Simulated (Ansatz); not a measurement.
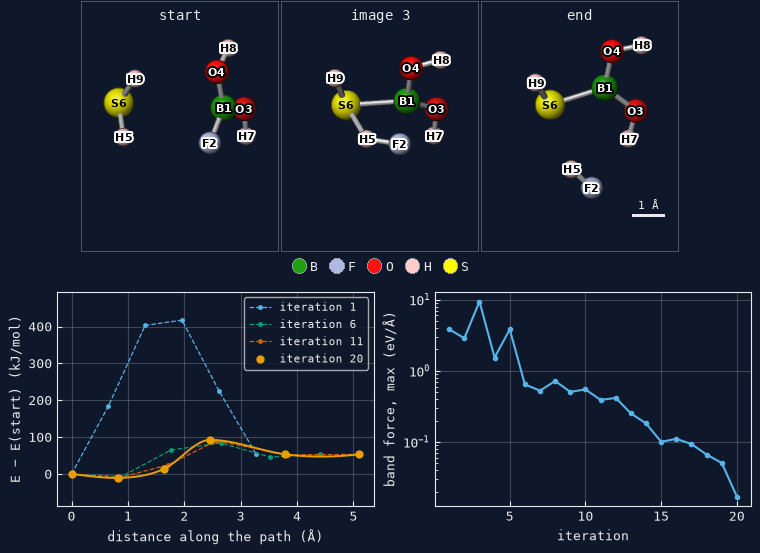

NEB run on BH₄SO₂F, made up at the start of BH2O2F and H₂S. Images are numbered from 0 (start) to 5 (end). The plot follows the band through its iterations. The picture is a ball-and-stick view, seen from a free direction.

Method: RKS SPW92 (LDA)/def2-SVP in Ansatz 0.2.0.

Input
```yaml
crystal:
  periodic: [false, false, false]
  atoms:
    - {symbol: B, position_ang: [-0.526103, 0.399771, 0.733652]}
    - {symbol: F, position_ang: [-0.288676, 1.542834, 0.086747]}
    - {symbol: O, position_ang: [-1.746500, -0.192358, 0.680718]}
    - {symbol: O, position_ang: [0.483920, -0.124250, 1.469941]}
    - {symbol: H, position_ang: [1.192103, 0.546784, -2.147874]}
    - {symbol: S, position_ang: [1.223556, -0.788562, -2.022114]}
    - {symbol: H, position_ang: [-2.363492, 0.261178, 0.102342]}
    - {symbol: H, position_ang: [0.225311, -0.937960, 1.908863]}
    - {symbol: H, position_ang: [1.799881, -0.707538, -0.812375]}
basis:
  gaussian: {orbitals: def2-SVP}
hamiltonian: {xc: lda}
neb:
  images: 4
  climbing: true
  max_iterations: 40
  initial_path: idpp
  spring: 10.0
  final_atoms:
    - {symbol: B, position_ang: [-0.100492, -0.563790, 0.441116]}
    - {symbol: F, position_ang: [-0.540341, 2.105709, -1.385240]}
    - {symbol: O, position_ang: [-1.249401, 0.135980, 0.570294]}
    - {symbol: O, position_ang: [0.380465, -1.324872, 1.452594]}
    - {symbol: H, position_ang: [0.203622, 1.532866, -1.441834]}
    - {symbol: S, position_ang: [0.846007, -0.540451, -1.149490]}
    - {symbol: H, position_ang: [-1.404433, 0.796278, -0.116738]}
    - {symbol: H, position_ang: [-0.160652, -1.249408, 2.245036]}
    - {symbol: H, position_ang: [2.025226, -0.892413, -0.615837]}
```

Command:
```bash
ansatz run in.yaml --threads 4 --pin off --events-out ev --progress --plain --max-ram 9574MiB
```

### How did the profile develop, and is the result final?

The run is converged, with reservations. The band converged in 20 iterations. The largest component of the band force went from 3.8 to 0.017 eV/Å. The climbing image converged on the top of the path. Its curvatures weren't checked. The largest force component is 0.73 eV/Å at the start and 0.83 eV/Å at the end; an end with forces this large is no minimum, and the barrier measured from it can be far off. The first iteration put the highest image at 417.3 kJ/mol. Relative to the start the highest point is image 3 at +92.5 kJ/mol and the end lies at +53.3 kJ/mol, but the profile dips to −10.6 kJ/mol at image 1 on the way, so an end point isn't at the bottom of its valley along this path.

Limits of the set-up: the start holds two separate molecules, 2.7 Å apart at their closest, whose relative position is a soft coordinate and is computed without a dispersion correction.

The run took 69 s on 4 threads of Intel Xeon Platinum 8259CL @ 2.50GHz (shared host).
